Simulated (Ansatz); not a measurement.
# SiOF+ (triplet): one geometry, many settings

Aim: run SiOF+ (triplet) at one geometry under a spread of methods and options, and see what each costs and gives.

The runs use Ansatz 0.2.0, Gaussian basis; the settings change from run to run.

23 further runs of the same task are left out: 4 for a known fault of the program, 8 that didn't finish, 11 set aside as unsound or not needed.

### 1 What is computed

The geometry is a PBE0/def2-TZVP stationary point (not a proven minimum) of the parent state, kept for this charge and spin.

3 atoms, charge 1, spin multiplicity 3.

Atoms are counted from 1 here; the program's logs count them from 0.

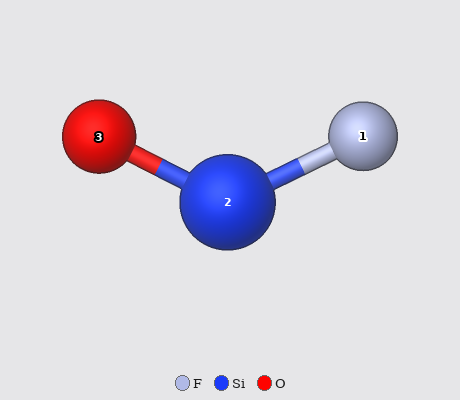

The geometry (fluorine light blue, silicon blue, oxygen red); atoms are numbered from 1 in the order of the file.

### 2 HF/def2-SVP

Input file in.yaml:

```yaml
crystal:
  periodic: [false, false, false]
  atoms:
    - {symbol: F, position_ang: [0.000000, -0.279589, 1.346482]}
    - {symbol: Si, position_ang: [0.000000, 0.382864, -0.095161]}
    - {symbol: O, position_ang: [0.000000, -0.340087, -1.431827]}
basis:
  gaussian: {orbitals: def2-SVP}
total_charge: 1
magnetization: {spin_polarized: false, initial_magnetization: 2}
hamiltonian: {xc: hf}
output: {forces: true, orbitals: {seedname: orbitals}}
```

On the command line:

```sh
$ ansatz run in.yaml --threads 1 --pin off --events-out ev --progress --plain --max-ram 2393MiB
```

What it wrote:

```text
Functional definition: HF
  name "HF"
  cite "Fock, Z. Phys. 61, 126 (1930) doi:10.1007/BF01340294"
  parent pbe
  exchange = exact_x
  correlation = 0
422 factors; integrals over basis functions are off by at most 5.6e-4 eV
mean field evaluation 1: about -12583.2487 eV, gradient 5.2e1 eV
mean field evaluation 2: about -12583.2497 eV, gradient 5.2e1 eV
mean field evaluation 4: about -12588.7342 eV, gradient 3.3e0 eV
mean field evaluation 8: about -12588.8241 eV, gradient 3.5e-1 eV
mean field evaluation 16: about -12588.8261 eV, gradient 2.7e-6 eV
mean field evaluation 32: about -12588.5657 eV, gradient 2.0e0 eV
mean field evaluation 64: about -12588.8076 eV, gradient 1.6e0 eV
mean field -12588.82607835 eV, -462.6308253664 hartree, gradient 2.7e-6 eV, S^2 2.000000; 3 other end points of the search recorded, 0 dependent functions left out
the calculation of the forces begins
reference -12588.82607835 eV, -462.6308253664 hartree; 16, 14 occupied and 30, 32 virtual orbitals, 422 factors
Total energy: -12588.82607835 eV, -462.6308253664 hartree
Atom 0 at     0.000000    -0.279589     1.346482 Å, force     0.000000     0.325271    -2.020614 eV/Å
Atom 1 at     0.000000     0.382864    -0.095161 Å, force     0.000000     2.852312     6.692756 eV/Å
Atom 2 at     0.000000    -0.340087    -1.431827 Å, force    -0.000000    -3.177583    -4.672142 eV/Å
Dipole moment:    -0.000000     0.539647    -0.236775 e Å
```

It took 0.63 s on 1 thread of Arm Neoverse V1, shared host.

### 3 CASSCF(4,7)/cc-pVDZ

Changes to in.yaml since step 2:

```diff
@@ -7,6 +7,5 @@
 basis:
-  gaussian: {orbitals: def2-SVP}
+  gaussian: {orbitals: cc-pVDZ}
 total_charge: 1
 magnetization: {spin_polarized: false, initial_magnetization: 2}
-hamiltonian: {xc: hf}
-output: {forces: true, orbitals: {seedname: orbitals}}
+correlation: {active_space: {window: {electrons: 4, orbitals: 7}}}
```

Same command.

What it wrote:

```text
Functional definition: HF
  name "HF"
  cite "Fock, Z. Phys. 61, 126 (1930) doi:10.1007/BF01340294"
  parent pbe
  exchange = exact_x
  correlation = 0
442 factors; integrals over basis functions are off by at most 5.2e-4 eV
mean field evaluation 1: about -12589.5410 eV, gradient 5.3e1 eV
mean field evaluation 2: about -12589.6071 eV, gradient 5.2e1 eV
mean field evaluation 4: about -12595.0886 eV, gradient 3.3e0 eV
mean field evaluation 8: about -12595.2108 eV, gradient 3.8e-1 eV
mean field evaluation 16: about -12594.0252 eV, gradient 8.6e0 eV
mean field evaluation 32: about -12595.2010 eV, gradient 1.4e0 eV
mean field -12595.21313202 eV, -462.8655452596 hartree, gradient 9.8e-6 eV, S^2 2.000000; 6 other end points of the search recorded, 0 dependent functions left out
reference -12595.21313202 eV, -462.8655452596 hartree; 16, 14 occupied and 30, 32 virtual orbitals, 442 factors
state -12596.19939037 eV, -462.9017895855 hartree
the orbitals are reached from a further start. From the first start the search ends at -12595.86237248 eV, -462.8894044063 hartree
Total energy: -12596.19939037 eV, -462.9017895855 hartree
```

It took 9.5 s on 1 thread of Arm Neoverse V1, shared host.

From the report: 441 determinants; active occupations 1.98, 1.00, 0.99, 0.02, 0.01, 0.00, 0.00.

### 4 FCI/STO-3G

Changes to in.yaml since step 3:

```diff
@@ -7,5 +7,5 @@
 basis:
-  gaussian: {orbitals: cc-pVDZ}
+  gaussian: {orbitals: STO-3G}
 total_charge: 1
 magnetization: {spin_polarized: false, initial_magnetization: 2}
-correlation: {active_space: {window: {electrons: 4, orbitals: 7}}}
+correlation: {method: fci, electrons: valence}
```

The command is unchanged.

What it wrote, shortened:

```text
Functional definition: HF
  name "HF"
  cite "Fock, Z. Phys. 61, 126 (1930) doi:10.1007/BF01340294"
  parent pbe
[...]
327 factors; integrals over basis functions are off by at most 3.9e-8 eV
[...]
mean field -12440.72752243 eV, -457.1883038215 hartree, gradient 3.0e-6 eV, S^2 2.000000; 11 other end points of the search recorded, 0 dependent functions left out
[...]
determinant -12440.72752243 eV, -457.1883038215 hartree, with singles and doubles -12443.36921648 eV, -457.2853842871 hartree
determinant -12440.42250800 eV, -457.1770947477 hartree, with singles and doubles -12443.09209724 eV, -457.2752003429 hartree
determinant -12440.72752243 eV, -457.1883038215 hartree, with singles and doubles -12443.38137001 eV, -457.2858309210 hartree
determinant -12440.42250800 eV, -457.1770947477 hartree, with singles and doubles -12443.10652339 eV, -457.2757304940 hartree
7 core orbitals not correlated: weight in the atoms' cores, before any rotation towards them, 1.000 or more for the frozen orbitals, at most 0.000 for the correlated occupied ones
reference -12440.72752243 eV, -457.1883038215 hartree; 9, 7 occupied and 3, 5 virtual orbitals, 327 factors
state -12443.77591287 eV, -457.3003301037 hartree
Total energy: -12443.77591287 eV, -457.3003301037 hartree
```

It took 1.6 s on 1 thread of Arm Neoverse V1, shared host.

From the report: 122,877 determinants, symmetry A'.

### 5 NEVPT2(2,4)/cc-pVDZ

Changes to in.yaml since step 4:

```diff
@@ -7,5 +7,6 @@
 basis:
-  gaussian: {orbitals: STO-3G}
+  gaussian: {orbitals: cc-pVDZ}
 total_charge: 1
 magnetization: {spin_polarized: false, initial_magnetization: 2}
-correlation: {method: fci, electrons: valence}
+correlation: {method: sc_nevpt2, electrons: valence, active_space: {window: {electrons: 2, orbitals: 4}, states: [{multiplicity: 3, weights: [1, 0.5, 1, 0.5]}], root: 0}}
+scf: {lower_state_search: off}
```

Launched as before.

What it wrote, shortened:

```text
Functional definition: HF
  name "HF"
  cite "Fock, Z. Phys. 61, 126 (1930) doi:10.1007/BF01340294"
  parent pbe
[...]
793 factors; integrals over basis functions are off by at most 1.1e-7 eV
[...]
mean field -12595.21334294 eV, -462.8655530108 hartree, gradient 5.8e-6 eV, S^2 2.000000; 0 other end points of the search recorded, 0 dependent functions left out
reference -12595.21334294 eV, -462.8655530108 hartree; 16, 14 occupied and 30, 32 virtual orbitals, 793 factors
state -12595.01227959 eV, -462.8581640691 hartree
state -12589.72819579 eV, -462.6639775712 hartree
state -12586.13798289 eV, -462.5320396805 hartree
state -12583.36847909 eV, -462.4302622932 hartree
state -12595.01227959 eV, -462.8581640691 hartree; corrected -12605.90109942 eV, -463.2583208169 hartree
state -12589.72819579 eV, -462.6639775712 hartree; corrected -12600.84833129 eV, -463.0726350130 hartree
state -12586.13798289 eV, -462.5320396805 hartree; corrected -12597.62587277 eV, -462.9542118467 hartree
state -12583.36847909 eV, -462.4302622932 hartree; corrected -12595.54622824 eV, -462.8777863200 hartree
Total energy: -12605.90109942 eV, -463.2583208169 hartree
Checks for a lower state left out: stability, starts, cluster_reference, orbital_swaps, neighbouring_geometries, increment
```

Wall time 1.2 s (1 thread of Arm Neoverse V1, shared host).

From the report: 10 determinants; active occupations (of the averaged states) 0.83, 0.50, 0.33, 0.33.

### 6 BCCD(T) on ROHF/cc-pVDZ

Input file in.yaml:

```yaml
crystal:
  periodic: [false, false, false]
  atoms:
    - {symbol: F, position_ang: [0.000000, -0.279589, 1.346482]}
    - {symbol: Si, position_ang: [0.000000, 0.382864, -0.095161]}
    - {symbol: O, position_ang: [0.000000, -0.340087, -1.431827]}
basis:
  gaussian: {orbitals: cc-pVDZ}
total_charge: 1
magnetization: {spin_polarized: false, initial_magnetization: 2}
correlation: {method: bccd_t, electrons: outside_noble_gas}
accuracy: high
scf: {lower_state_search: light}
output: {forces: true}
```

The command is unchanged.

What it wrote, shortened:

```text
Functional definition: HF
  name "HF"
  cite "Fock, Z. Phys. 61, 126 (1930) doi:10.1007/BF01340294"
  parent pbe
[...]
893 factors; integrals over basis functions are off by at most 3.1e-9 eV
[...]
mean field -12595.21334302 eV, -462.8655530139 hartree, gradient 3.5e-8 eV, S^2 2.000000; 7 other end points of the search recorded, 0 dependent functions left out
[...]
determinant -12595.21334302 eV, -462.8655530139 hartree, with singles and doubles -12606.19140304 eV, -463.2689892781 hartree
determinant -12594.98141051 eV, -462.8570296512 hartree, with singles and doubles -12605.95049498 eV, -463.2601360704 hartree
determinant -12593.14274338 eV, -462.7894598803 hartree, with singles and doubles -12604.23455823 eV, -463.1970765580 hartree
determinant -12595.21334302 eV, -462.8655530139 hartree, with singles and doubles -12606.19705955 eV, -463.2691971512 hartree
determinant -12594.98141051 eV, -462.8570296512 hartree, with singles and doubles -12605.95463647 eV, -463.2602882672 hartree
[...]
7 core orbitals not correlated: weight in the atoms' cores, before any rotation towards them, 1.000 or more for the frozen orbitals, at most 0.000 for the correlated occupied ones
reference -12595.21334302 eV, -462.8655530139 hartree; 9, 7 occupied and 30, 32 virtual orbitals, 893 factors
second order -10.46137325 eV of doubles, -0.09082787 eV of singles
cycle   1  -10.93544265 eV  change    4.8e-2 eV  update   1.7e-2
[...]
cycle  26  -10.93847077 eV  change   2.9e-10 eV  update   1.2e-9
perturbative correction -0.30288358 eV, -0.0111307663 hartree
[...]
Total energy: -12606.45469738 eV, -463.2786651668 hartree
Atom 0 at     0.000000    -0.279589     1.346482 Å, force    -0.000000    -0.644412     0.282044 eV/Å
Atom 1 at     0.000000     0.382864    -0.095161 Å, force     0.000000     4.888005     6.537362 eV/Å
Atom 2 at     0.000000    -0.340087    -1.431827 Å, force    -0.000000    -4.243593    -6.819405 eV/Å
Dipole moment:    -0.000000     0.430548    -0.233177 e Å
```

Wall time 27 s (1 thread of Arm Neoverse V1, shared host); peak memory 0.32 GiB.

From the report: correlation -11.2414 eV; largest double amplitude 0.04.

### 7 All runs side by side

Where basis and cores are those of an earlier UCCSDT(Q)/cc-pVDZ run (-12606.5098 eV), and the state is the same kind, the miss against it is given.

```csv
level,correlated,functions,energy (eV),from UCCSDT(Q) (meV),time
HF/def2-SVP,,46,-12588.8261,,0.63 s
"CASSCF(4,7)/cc-pVDZ",,46,-12596.1994,10310.4,9.5 s
FCI/STO-3G,valence,19,-12443.7759,,1.6 s
"NEVPT2(2,4)/cc-pVDZ (lowest root of an average)",valence,46,-12605.9011,,1.2 s
BCCD(T) on ROHF/cc-pVDZ,outside noble gas,46,-12606.4547,55.1,27 s
```

### 8 Results

```
quantity                          value
    runs                              5
quickest            HF/def2-SVP, 0.63 s
 slowest  BCCD(T) on ROHF/cc-pVDZ, 27 s
```

**Reading.** Total energies in different bases, with other cores or another treatment of relativity can't be set against each other. BCCD(T) on ROHF/cc-pVDZ took 42 times as long as HF/def2-SVP; the jobs differ in more than the method. Hartree-Fock, CASSCF and CASCI lack dynamic correlation by design.
